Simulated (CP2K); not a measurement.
# GFN2-xTB run of C2H4FNSi (SMILES FC1C=N[SiH2]1)

What is the vertical ionisation energy of C2H4FNSi at GFN2-xTB? 

The results are computed with CP2K 2026.2.

7 further runs of the same task are left out: 2 that didn't finish, 5 set aside as unsound or not needed.

## 1. The molecule

The species is C2H4FNSi (9 atoms), meant as a singlet with charge 0. As SMILES, `FC1C=N[SiH2]1`. The coordinates come from a GFN2-xTB relaxation.

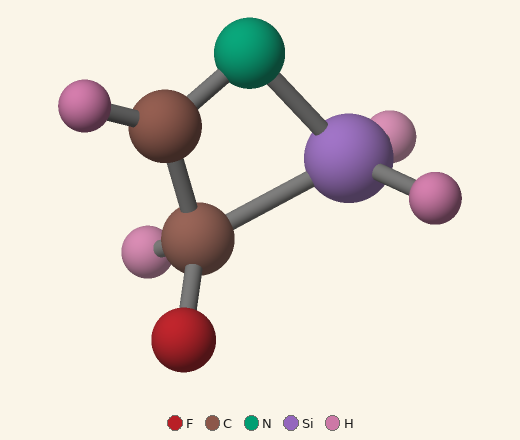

Viewed from a chosen angle; fluorine red, carbon brown, nitrogen teal, silicon purple, hydrogen pink.

## 2. Energy and forces at GFN2-xTB

run.inp

```
&GLOBAL
  PROJECT run
  RUN_TYPE ENERGY_FORCE
  PRINT_LEVEL MEDIUM
&END GLOBAL

&FORCE_EVAL
  METHOD Quickstep
  &DFT
    &QS
      METHOD XTB
      EPS_DEFAULT 1.0E-10
      &XTB
        GFN_TYPE TBLITE
        &TBLITE
          METHOD GFN2
        &END TBLITE
        CHECK_ATOMIC_CHARGES F
      &END XTB
    &END QS
    &POISSON
      PERIODIC NONE
      POISSON_SOLVER ANALYTIC
    &END POISSON
    &SCF
      SCF_GUESS ATOMIC
      EPS_SCF 1.0E-07
      MAX_SCF 150
      ADDED_MOS 4
      &DIAGONALIZATION
        ALGORITHM STANDARD
      &END DIAGONALIZATION
      &MIXING
        METHOD DIRECT_P_MIXING
        ALPHA 0.4
      &END MIXING
      &SMEAR ON
        METHOD FERMI_DIRAC
        ELECTRONIC_TEMPERATURE [K] 300
      &END SMEAR
    &END SCF
    &PRINT
      &MOMENTS
        PERIODIC F
        REFERENCE COM
        MAX_MOMENT 1
      &END MOMENTS
      &MO ON
        ENERGIES T
        OCCUPATION_NUMBERS T
        NDIGITS 6
        &EACH
          QS_SCF 0
        &END EACH
        ADD_LAST NUMERIC
      &END MO
      &HIRSHFELD OFF
      &END HIRSHFELD
    &END PRINT
  &END DFT
  &SUBSYS
    &CELL
      ABC 10.9 11.6 11.3
      PERIODIC NONE
    &END CELL
    &COORD
      F     -1.532470     1.083610     0.819790
      C     -0.485640     0.731990    -0.007360
      C      0.842280     0.559330     0.659170
      N      1.339100    -0.558360     0.289510
      Si    -0.138240    -1.110060    -0.552490
      H     -0.445390     1.487750    -0.797690
      H      1.339250     1.238790     1.337890
      H     -0.039190    -1.355040    -1.980820
      H     -0.879690    -2.078020     0.232000
    &END COORD
    &TOPOLOGY
      &CENTER_COORDINATES
      &END CENTER_COORDINATES
    &END TOPOLOGY
  &END SUBSYS
  &PRINT
    &FORCES ON
    &END FORCES
  &END PRINT
&END FORCE_EVAL
```

Started as:

```sh
$ OMP_NUM_THREADS=1 cp2k.psmp -i run.inp -o run.out
```

Log:

```text
CP2K| version string:                                       CP2K version 2026.2
[...]
 GLOBAL| Method name                                                        CP2K
[...]
 GLOBAL| Run type                                                   ENERGY_FORCE
[...]
                             - Atoms:                                          9
[...]
                             - Spherical basis functions:                     29
[...]
 Number of electrons:                                                         28
[...]
  *** SCF run converged in    21 steps ***
[...]
  Fermi energy:                                                -0.31086574412704
[...]
 TB_DIPOLE| Moment [Debye]          0.20285892      -1.67328582      -1.95747271
 TB_DIPOLE| Derivative [a.u.]       0.00000000       0.00000000       0.00000000
[...]
 ENERGY| Total FORCE_EVAL ( QS ) energy [hartree]            -15.648611548042817
 FORCES| Atomic forces [hartree/bohr]
 FORCES|   Atom     x               y               z               |f|
 FORCES|      1 -9.77826236E-05  3.83579805E-05  7.44309664E-05   1.28735174E-04
 FORCES|      2  7.33766676E-05 -2.47769441E-05  1.26405410E-06   7.74572794E-05
 FORCES|      3 -1.75106265E-04  1.49844150E-04  1.71199544E-05   2.31102934E-04
 FORCES|      4  9.90746893E-05 -2.57842526E-04 -7.97578540E-05   2.87506309E-04
 FORCES|      5  3.30582382E-05 -3.35550035E-05 -1.81598730E-05   5.04833276E-05
 FORCES|      6  1.21440255E-06  3.85926594E-05 -4.16691194E-05   5.68083061E-05
 FORCES|      7  1.05489683E-04  1.56712352E-04  1.00758232E-04   2.14100574E-04
 FORCES|      8  1.83264538E-05 -6.53710025E-06 -1.09052804E-04   1.10775027E-04
 FORCES|      9 -5.76512459E-05 -6.07955679E-05  5.50664428E-05   1.00260064E-04
 FORCES| Sum     1.34827316E-16 -2.26354309E-16 -5.55721376E-17
 FORCES| Total atomic force                                       2.69263701E-16
[...]
```

Run time: 0.44 s. Hardware: 1 thread of Arm Neoverse N1, shared host; peak memory 0.14 GiB.

## 3. The doublet cation, same level

mol.inp

```
&global
  project_name mol
  run_type ENERGY_FORCE
  print_level MEDIUM
&end global

&force_eval
  method QS
  &dft
    charge 1
    multiplicity 2
    spin_polarized T
    &qs
      method XTB
      eps_default 1.0E-10
      &xtb
        gfn_type TBLITE
        &tblite
          method GFN2
        &end tblite
        check_atomic_charges F
      &end xtb
    &end qs
    &poisson
      periodic NONE
      poisson_solver ANALYTIC
    &end poisson
    &scf
      scf_guess ATOMIC
      eps_scf 1.0E-07
      max_scf 150
      added_mos 2
      &diagonalization
        algorithm STANDARD
      &end diagonalization
      &mixing
        method DIRECT_P_MIXING
        alpha 0.4
      &end mixing
      &smear ON
        method FERMI_DIRAC
        electronic_temperature [K] 300
      &end smear
    &end scf
    &print
      &moments
        periodic F
        reference COM
        max_moment 1
      &end moments
      &mo ON
        energies T
        occupation_numbers T
        ndigits 6
        &each
          qs_scf 0
        &end each
        add_last NUMERIC
      &end mo
      &hirshfeld OFF
      &end hirshfeld
    &end print
  &end dft
  &subsys
    &cell
      abc [angstrom] 10.9 11.6 11.3
      periodic NONE
    &end cell
    &coord
      F     -1.532470     1.083610     0.819790
      C     -0.485640     0.731990    -0.007360
      C      0.842280     0.559330     0.659170
      N      1.339100    -0.558360     0.289510
      Si    -0.138240    -1.110060    -0.552490
      H     -0.445390     1.487750    -0.797690
      H      1.339250     1.238790     1.337890
      H     -0.039190    -1.355040    -1.980820
      H     -0.879690    -2.078020     0.232000
    &end coord
    &topology
      &center_coordinates
      &end center_coordinates
    &end topology
  &end subsys
  &print
    &forces ON
    &end forces
  &end print
&end force_eval
```

Started as:

```sh
$ OMP_NUM_THREADS=1 cp2k.psmp -i mol.inp -o mol.out
```

Log:

```text
CP2K| version string:                                       CP2K version 2026.2
[...]
 GLOBAL| Method name                                                        CP2K
[...]
 GLOBAL| Run type                                                   ENERGY_FORCE
[...]
                             - Atoms:                                          9
[...]
                             - Spherical basis functions:                     29
[...]
 Number of electrons:                                                         14
[...]
  *** SCF run converged in    32 steps ***
[...]
  Fermi energy:                                                -0.63393498446024
[...]
 TB_DIPOLE| Moment [Debye]          0.99917366      -1.90650747      -2.62929441
 TB_DIPOLE| Derivative [a.u.]       0.00000000       0.00000000       0.00000000
[...]
 ENERGY| Total FORCE_EVAL ( QS ) energy [hartree]            -15.139976936716829
 FORCES| Atomic forces [hartree/bohr]
 FORCES|   Atom     x               y               z               |f|
 FORCES|      1  2.11623445E-02 -1.28636499E-02 -1.34814982E-02   2.81969698E-02
 FORCES|      2 -6.75389469E-03  1.86674557E-02  2.01056314E-02   2.82546529E-02
 FORCES|      3  2.67323239E-02  7.35460017E-03  1.27151577E-02   3.05021724E-02
 FORCES|      4 -3.22012631E-02  2.77096995E-02  6.75028220E-04   4.24876977E-02
 FORCES|      5 -1.21439690E-02 -4.34140961E-02 -2.31311757E-02   5.06686393E-02
 FORCES|      6  9.68891431E-04 -3.62842553E-03 -2.56743154E-03   4.54927765E-03
 FORCES|      7  3.20473829E-04  2.27236095E-03  2.91648836E-03   3.71109581E-03
 FORCES|      8  2.09585187E-03  3.09127583E-03 -5.38965301E-04   3.77346856E-03
 FORCES|      9 -1.80758780E-04  8.10779433E-04  3.30676500E-03   3.40950609E-03
 FORCES| Sum    -2.99185589E-16 -4.01696905E-16 -2.69749501E-16
 FORCES| Total atomic force                                       5.68891214E-16
[...]
```

Wall time 0.54 s (1 thread of Arm Neoverse N1, shared host); peak memory 0.14 GiB.

## 4. Summary of results

Level: GFN2-xTB.

| quantity | value |
| --- | --- |
| singlet C2H4FNSi: total energy | -15.64861 Eh |
| singlet C2H4FNSi: dipole moment (from atomic charges alone) | 2.58 D |
| singlet C2H4FNSi: HOMO energy | -10.42 eV |
| singlet C2H4FNSi: LUMO energy | -7.56 eV |
| singlet C2H4FNSi: HOMO–LUMO gap | 2.86 eV |
| singlet C2H4FNSi: largest force on an atom | 0.015 eV/Å |
| doublet cation: total energy | -15.13998 Eh |
| doublet cation: HOMO energy (highest over α and β) | -17.32 eV |
| doublet cation: LUMO energy (lowest over α and β) | -17.19 eV |
| doublet cation: largest force on an atom | 2.605 eV/Å |
| vertical ionisation energy (to the doublet cation) | 13.841 eV |

In words: The vertical ionisation energy comes to 13.84 eV (319 kcal/mol). No empirical shift is applied, and without it xTB methods put this difference several eV too high. The dipole (singlet C2H4FNSi) comes from point charges on the atoms alone, without atomic dipoles, so it is partial.
